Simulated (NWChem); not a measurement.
# One shape, several levels: GeN2H4 (SMILES [NH2][Ge][NH2])

We compute a comparison of 6 runs (HF/def2-SVPD, PBE0/def2-SVPD, B3LYP/6-31G*, B3LYP/def2-SVPD, M06-2X/def2-SVPD, MP2/def2-SVPD) of GeN2H4. 

The results are computed with NWChem 7.3.0.

2 further runs of the same task are left out: 2 set aside as unsound or not needed. Runs told in other sessions of the task aren't counted.

## 1. Starting point

GeN2H4: 7 atoms, total charge 0, spin state singlet. As SMILES, `[NH2][Ge][NH2]`. The N3–H6 distance was set to 1.512 Å, away from the relaxed value. At this shape a bond of the SMILES string is far longer than usual.

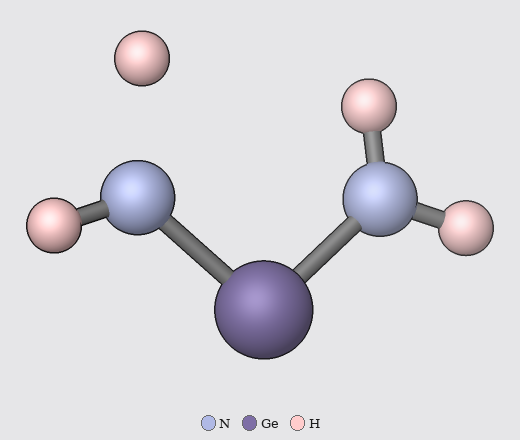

The structure, seen from a chosen angle (nitrogen light blue, germanium purple, hydrogen pink).

## 2. The energy at HF/def2-SVPD (run 1)

The input, geh4n2.xyz:

```xyz
7

N     -1.178150    -0.411663    -0.702500
Ge    -0.068150    -1.741363    -0.121100
N      1.196250    -0.668763     0.646400
H     -2.028350    -0.627763    -1.195000
H     -1.046250     0.580937    -0.585200
H      1.191600     0.842500     0.702200
H      2.003550    -1.064463     1.097900
```

The input, run.py:

```python
from ase.io import read
from ase.calculators.nwchem import NWChem

system = read('geh4n2.xyz')

calc = NWChem(
    label='geh4n2',
    theory='scf',
    memory='2200 mb',
    basis='def2-SVPD',
    basispar='spherical bse',
    scf={'nopen': '0', 'rhf': None, 'thresh': '1e-08', 'maxiter': '80', 'print': 'low'},
    task='energy',
)
system.calc = calc

print("Total energy (eV):", round(system.get_potential_energy(), 6))
```

Command:

```
$ export ASE_NWCHEM_COMMAND="nwchem PREFIX.nwi > PREFIX.nwo"
$ python run.py
```

Log:

```text
Total energy (eV): -59489.174388
```

The calculator wrote geh4n2.nwi:

```
title "geh4n2"

permanent_dir geh4n2

scratch_dir geh4n2

start geh4n2

geometry units angstrom nocenter noautosym noautoz
  N  -1.1781500000000000e+00 -4.1166300000000000e-01 -7.0250000000000001e-01
  Ge -6.8150000000000002e-02 -1.7413630000000000e+00 -1.2110000000000000e-01
  N  1.1962500000000000e+00 -6.6876300000000000e-01 6.4639999999999997e-01
  H  -2.0283500000000001e+00 -6.2776299999999996e-01 -1.1950000000000001e+00
  H  -1.0462499999999999e+00 5.8093700000000004e-01 -5.8520000000000005e-01
  H  1.1916000000000000e+00 8.4250000000000003e-01 7.0220000000000005e-01
  H  2.0035500000000002e+00 -1.0644629999999999e+00 1.0979000000000001e+00
end

memory 2200 mb

basis spherical bse noprint
   * library def2-SVPD
end

scf
  nopen 0
  rhf
  thresh 1e-08
  maxiter 80
  print low
end

task scf energy
```

geh4n2.nwo:

```text
Northwest Computational Chemistry Package (NWChem) 7.3.0
             --------------------------------------------------------

           Job information
           ---------------

    nwchem branch   = 7.3.0
    use scalapack   = T
    input           = geh4n2.nwi
    prefix          = geh4n2.
    data base       = geh4n2/geh4n2.db
    status          = startup
    nproc           =        1

           Memory information
           ------------------

    heap     =     72089596 doubles =      550.0 Mbytes
    stack    =     72089601 doubles =      550.0 Mbytes
    global   =    144179200 doubles =     1100.0 Mbytes (distinct from heap & stack)
    total    =    288358397 doubles =     2200.0 Mbytes
    verify   = yes
    hardfail = no

[... 39 lines left out ...]
            Nuclear Dipole moment (a.u.)
[... 45 lines left out ...]
                                 NWChem SCF Module
                                 -----------------

                                      geh4n2

  ao basis        = "ao basis"
  functions       =   110
  atoms           =     7
  closed shells   =    25
  open shells     =     0
  charge          =   0.00
  wavefunction    = RHF
  input vectors   = atomic
  output vectors  = geh4n2/geh4n2.movecs
  use symmetry    = F
  symmetry adapt  = F

 Forming initial guess at       0.1s

 Starting SCF solution at       1.0s

       Final RHF  results
       ------------------

         Total SCF energy =  -2186.186853342797
      One-electron energy =  -3413.747733206830
      Two-electron energy =   1043.358044381957
 Nuclear repulsion energy =    184.202835482075

        Time for solution =     42.5s

 Task  times  cpu:       43.4s     wall:       43.4s
 Total times  cpu:       43.5s     wall:       43.5s
```

Run time: 45 s. Hardware: 1 thread of AMD EPYC 7R43 (Zen 3), shared host; peak memory 0.098 GiB.

## 3. A single-point energy at PBE0/def2-SVPD (run 2)

The input, geh4n2.nw:

```
start geh4n2
memory total 2200 mb
geometry units angstroms noautosym nocenter noautoz
  N     -1.178150    -0.411663    -0.702500
  Ge    -0.068150    -1.741363    -0.121100
  N      1.196250    -0.668763     0.646400
  H     -2.028350    -0.627763    -1.195000
  H     -1.046250     0.580937    -0.585200
  H      1.191600     0.842500     0.702200
  H      2.003550    -1.064463     1.097900
end
basis spherical bse
  * library def2-SVPD
end
dft
  xc pbe0
  mult 1
  grid fine
  convergence energy 1e-08
  maxiter 100
  mulliken
  print low
end
task dft energy
```

Command:

```
$ nwchem geh4n2.nw > geh4n2.out
```

Log:

```text
[...]
 d= 0,ls=0.0,diis     1  -2188.0742591423 -2.37D+03  1.16D-02  5.16D-01     4.0
[...]
 d= 0,ls=0.0,diis    10  -2188.1394319412 -1.02D-09  4.18D-07  5.04D-09    29.7
         Total DFT energy =    -2188.139431941184
      One electron energy =    -3413.397302246014
           Coulomb energy =     1134.887165758789
    Exchange-Corr. energy =      -93.832130936034
 Nuclear repulsion energy =      184.202835482075
[...]
      Total Density - Mulliken Population Analysis
     ---------------------------------------------
    Atom       Charge   Shell Charges
 -----------   ------   -------------------------------------------------------
    1 N    7     7.04   1.99  0.99  0.40 -0.08  2.44  1.35  0.01 -0.06
    2 Ge  32    31.59   2.00  2.00  1.99  1.41  0.27  0.12  6.00  5.97  1.04  0.59  8.10  1.82  0.22  0.04
    3 N    7     7.39   1.99  1.02  0.53  0.10  2.29  1.49  0.01 -0.03
    4 H    1     1.09   0.75  0.23  0.05  0.06
    5 H    1     1.06   0.74  0.19  0.05  0.08
    6 H    1     0.75   0.52  0.19  0.01  0.03
    7 H    1     1.09   0.75  0.21  0.04  0.09
[...]
```

Run time: 31 s. Hardware: 1 thread of AMD EPYC 7R43 (Zen 3), shared host; peak memory 0.11 GiB.

Runs 3 to 4 aren't shown in full; the table further down has their settings and results.

## 4. A single-point energy at M06-2X/def2-SVPD (run 5)

The input, run.py:

```python
from ase import Atoms
from ase.calculators.nwchem import NWChem

atoms = Atoms(['N', 'Ge', 'N', 'H', 'H', 'H', 'H'], positions=[
    [-1.178150, -0.411663, -0.702500],
    [-0.068150, -1.741363, -0.121100],
    [1.196250, -0.668763, 0.646400],
    [-2.028350, -0.627763, -1.195000],
    [-1.046250, 0.580937, -0.585200],
    [1.191600, 0.842500, 0.702200],
    [2.003550, -1.064463, 1.097900],
])

calc = NWChem(
    label='calc',
    theory='dft',
    memory='2200 mb',
    basis='def2-SVPD',
    basispar='spherical bse',
    dft={'xc': 'm06-2x', 'mult': '1', 'grid': 'fine', 'convergence': 'energy 1e-08', 'iterations': '100', 'mulliken': None},
    task='energy',
)
atoms.calc = calc

e = atoms.get_potential_energy()
print(f"E = {e:.6f} eV")
print("dipole (e A):", atoms.get_dipole_moment().round(4))
```

Command:

```
$ export ASE_NWCHEM_COMMAND="nwchem PREFIX.nwi > PREFIX.nwo"
$ python run.py
```

Log:

```text
E = -59551.569043 eV
dipole (e A): [-0.0288  0.2837 -0.0031]
```

The calculator wrote calc.nwi:

```
title "calc"

permanent_dir calc

scratch_dir calc

start calc

geometry units angstrom nocenter noautosym noautoz
  N  -1.1781500000000000e+00 -4.1166300000000000e-01 -7.0250000000000001e-01
  Ge -6.8150000000000002e-02 -1.7413630000000000e+00 -1.2110000000000000e-01
  N  1.1962500000000000e+00 -6.6876300000000000e-01 6.4639999999999997e-01
  H  -2.0283500000000001e+00 -6.2776299999999996e-01 -1.1950000000000001e+00
  H  -1.0462499999999999e+00 5.8093700000000004e-01 -5.8520000000000005e-01
  H  1.1916000000000000e+00 8.4250000000000003e-01 7.0220000000000005e-01
  H  2.0035500000000002e+00 -1.0644629999999999e+00 1.0979000000000001e+00
end

memory 2200 mb

basis spherical bse noprint
   * library def2-SVPD
end

dft
  xc m06-2x
  mult 1
  grid fine
  convergence energy 1e-08
  iterations 100
  mulliken
end

task dft energy
```

calc.nwo:

```text
Northwest Computational Chemistry Package (NWChem) 7.3.0
             --------------------------------------------------------

           Job information
           ---------------

    nwchem branch   = 7.3.0
    use scalapack   = T
    input           = calc.nwi
    prefix          = calc.
    data base       = calc/calc.db
    status          = startup
    nproc           =        1

           Memory information
           ------------------

    heap     =     72089596 doubles =      550.0 Mbytes
    stack    =     72089601 doubles =      550.0 Mbytes
    global   =    144179200 doubles =     1100.0 Mbytes (distinct from heap & stack)
    total    =    288358397 doubles =     2200.0 Mbytes
    verify   = yes
    hardfail = no

[... 100 lines left out ...]
  convergence criterion.
[... 18 lines left out ...]
          Convergence on density requested:  1.00D-05
[... 23 lines left out ...]
          Convergence Information
[... 60 lines left out ...]
   convergence    iter        energy       DeltaE   RMS-Dens  Diis-err    time
[... 15 lines left out ...]
           Coulomb energy =     1135.348262551551
[... 7 lines left out ...]
                       DFT Final Molecular Orbital Analysis
[... 807 lines left out ...]
 center of mass
 --------------
 x =  -0.08315896 y =  -2.57038996 z =  -0.17330548

 moments of inertia (a.u.)
 ------------------
         199.265377598843           8.740880574475        -102.561519976450
           8.740880574475         238.512451842723          -0.710775332614
        -102.561519976450          -0.710775332614         320.285933217124

     Multipole analysis of the density
     ---------------------------------

     L   x y z        total         alpha         beta         nuclear
     -   - - -        -----         -----         ----         -------
     0   0 0 0     -0.000000    -25.000000    -25.000000     50.000000

     1   1 0 0     -0.054471      1.799704      1.799704     -3.653880
[... 8 lines of this table left out ...]
     2   0 0 2    -23.216211    -30.030538    -30.030538     36.844865

 Task  times  cpu:       34.5s     wall:       34.5s
 Total times  cpu:       34.6s     wall:       34.6s
```

Wall time 36 s (1 thread of AMD EPYC 7R43 (Zen 3), shared host); peak memory 0.11 GiB.

## 5. The energy at MP2/def2-SVPD (run 6)

The input, run.py:

```python
from ase import Atoms
from ase.calculators.nwchem import NWChem

mol = Atoms(['N', 'Ge', 'N', 'H', 'H', 'H', 'H'], positions=[
    [-1.178150, -0.411663, -0.702500],
    [-0.068150, -1.741363, -0.121100],
    [1.196250, -0.668763, 0.646400],
    [-2.028350, -0.627763, -1.195000],
    [-1.046250, 0.580937, -0.585200],
    [1.191600, 0.842500, 0.702200],
    [2.003550, -1.064463, 1.097900],
])

calc = NWChem(
    label='geom',
    theory='mp2',
    memory='2200 mb',
    basis='def2-SVPD',
    basispar='spherical bse',
    scf={'nopen': '0', 'rhf': None, 'thresh': '1e-08', 'maxiter': '80', 'print': 'low'},
    mp2={'freeze': 'core 11', 'tight': None},
    task='energy',
)
mol.calc = calc

print("Total energy (eV):", round(mol.get_potential_energy(), 6))
```

Command:

```
$ export ASE_NWCHEM_COMMAND="nwchem PREFIX.nwi > PREFIX.nwo"
$ python run.py
```

Log:

```text
Total energy (eV): -59505.658179
```

The calculator wrote geom.nwi:

```
title "geom"

permanent_dir geom

scratch_dir geom

start geom

geometry units angstrom nocenter noautosym noautoz
  N  -1.1781500000000000e+00 -4.1166300000000000e-01 -7.0250000000000001e-01
  Ge -6.8150000000000002e-02 -1.7413630000000000e+00 -1.2110000000000000e-01
  N  1.1962500000000000e+00 -6.6876300000000000e-01 6.4639999999999997e-01
  H  -2.0283500000000001e+00 -6.2776299999999996e-01 -1.1950000000000001e+00
  H  -1.0462499999999999e+00 5.8093700000000004e-01 -5.8520000000000005e-01
  H  1.1916000000000000e+00 8.4250000000000003e-01 7.0220000000000005e-01
  H  2.0035500000000002e+00 -1.0644629999999999e+00 1.0979000000000001e+00
end

memory 2200 mb

basis spherical bse noprint
   * library def2-SVPD
end

scf
  nopen 0
  rhf
  thresh 1e-08
  maxiter 80
  print low
end
mp2
  freeze core 11
  tight
end

task mp2 energy
```

geom.nwo:

```text
Northwest Computational Chemistry Package (NWChem) 7.3.0
             --------------------------------------------------------

           Job information
           ---------------

    nwchem branch   = 7.3.0
    use scalapack   = T
    input           = geom.nwi
    prefix          = geom.
    data base       = geom/geom.db
    status          = startup
    nproc           =        1

           Memory information
           ------------------

    heap     =     72089596 doubles =      550.0 Mbytes
    stack    =     72089601 doubles =      550.0 Mbytes
    global   =    144179200 doubles =     1100.0 Mbytes (distinct from heap & stack)
    total    =    288358397 doubles =     2200.0 Mbytes
    verify   = yes
    hardfail = no

[... 39 lines left out ...]
            Nuclear Dipole moment (a.u.)
[... 66 lines left out ...]
       Final RHF  results
[... 2 lines left out ...]
         Total SCF energy =  -2186.186853342797
      One-electron energy =  -3413.747733206830
      Two-electron energy =   1043.358044381957
 Nuclear repulsion energy =    184.202835482075
[... 35 lines left out ...]
          -------------------------------------------
          SCF energy               -2186.186853342797
          Correlation energy          -0.605768150905
          Singlet pairs               -0.357365194832
          Triplet pairs               -0.248402956073
          Total MP2 energy         -2186.792621493702
          -------------------------------------------

          ---------------------------------------------------
                    Spin Component Scaled (SCS) MP2
          Same spin pairs                     -0.165601970715
          Same spin scaling factor             0.333333333333
          Opposite spin pairs                 -0.440166180190
          Opposite spin scaling fact.          1.200000000000
          SCS-MP2 correlation energy          -0.583400073133
          Total SCS-MP2 energy             -2186.770253415930
          ---------------------------------------------------

 -----------------------
 Task  times  cpu:       47.5s     wall:       47.5s
 Total times  cpu:       47.5s     wall:       47.5s
```

Run time: 49 s. Hardware: 1 thread of AMD EPYC 7R43 (Zen 3), shared host; peak memory 0.36 GiB.

## 6. The series

| run | level | iteration cap | module | energy (Eh) | wall time |
| --- | --- | --- | --- | --- | --- |
| 1 | HF/def2-SVPD | 80 | scf | -2186.186853 | 45 s |
| 2 | PBE0/def2-SVPD | 100 | dft | -2188.139432 | 31 s |
| 3 | B3LYP/6-31G* (spherical functions) | 100 | dft | -2188.611361 | 23 s |
| 4 | B3LYP/def2-SVPD | 100 | dft | -2188.584076 | 31 s |
| 5 | M06-2X/def2-SVPD | 100 | dft | -2188.479815 | 36 s |
| 6 | MP2/def2-SVPD | 80 | mp2 | -2186.792621 | 49 s |

## 7. Summary of results

```
                                           quantity           value
                                run 6: total energy  -2186.79262 Eh
run 6: correlation energy (11 core orbitals frozen)      -605.8 mEh
```

**Reading.** Over runs 3, 4, 5 the dipole moment (its size) runs from 1.07 D (B3LYP/def2-SVPD) to 1.42 D (B3LYP/6-31G*). Over runs 3, 4, 5 the HOMO–LUMO gap runs from 5.06 eV (B3LYP/6-31G*) to 7.54 eV (M06-2X/def2-SVPD). The two ends differ in method and basis. Totals of different functionals can't be ranked against each other. In all runs a closed-shell determinant meets a far-stretched bond; if it breaks into open shells, such a determinant describes it badly, and no broken-symmetry solution was shown. All runs together took 3.6 min, the longest 49 s.
